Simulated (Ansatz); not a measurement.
Consider CdSe in the zinc blende structure (space group F-43m, No. 216; a = 6.196 Å).

Structures relaxed with Ansatz (a program for electronic structure), PBE, PAW, cutoff 420 eV, spin-orbit coupling left out, earlier PAW set.

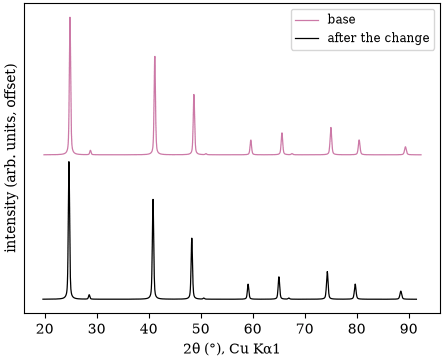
Simulated powder patterns before (top) and after one change

**Question.** Which of these changes matches the shifts?
A. pressure 1.5 GPa
B. pressure 10 GPa
C. pressure −2 GPa
D. pressure −1 GPa

**Answer.** D, pressure −1 GPa. Its volume per atom is 30.45 Å³ against 29.74 Å³, and its space group is F-43m (No. 216).

Load acts through the strain it causes; cell and atoms are relaxed under it. Stability against distortions was not tested. Tetrahedral semiconductors of this kind turn to denser phases somewhere between about 1 and 50 GPa; those were not computed, so compressed cells here can lie past the real transition.
